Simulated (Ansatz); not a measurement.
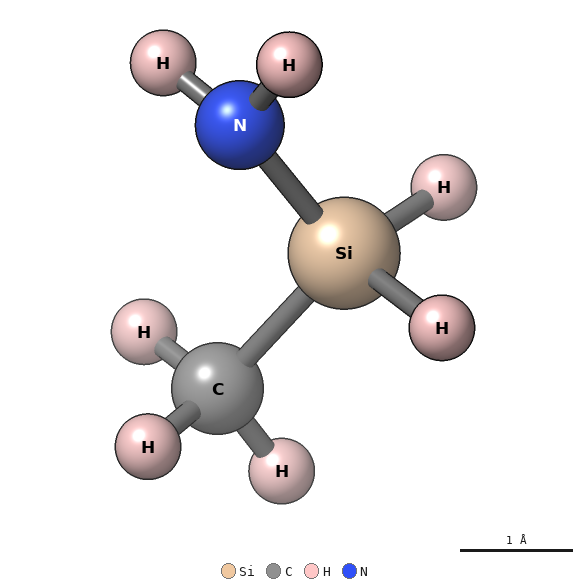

Distant atoms are faded towards the background colour. The computed structure is the end point of a PBE0-D4/def2-TZVP optimisation. Masses are those of the most abundant isotopes; constants are for the rigid equilibrium geometry.

### Classify the rotor and give the rotational constants (cm⁻¹).

An asymmetric top (C1): A = 0.611, B = 0.213, C = 0.174 cm⁻¹. Ray's parameter κ is −0.82, nearer the prolate limit.
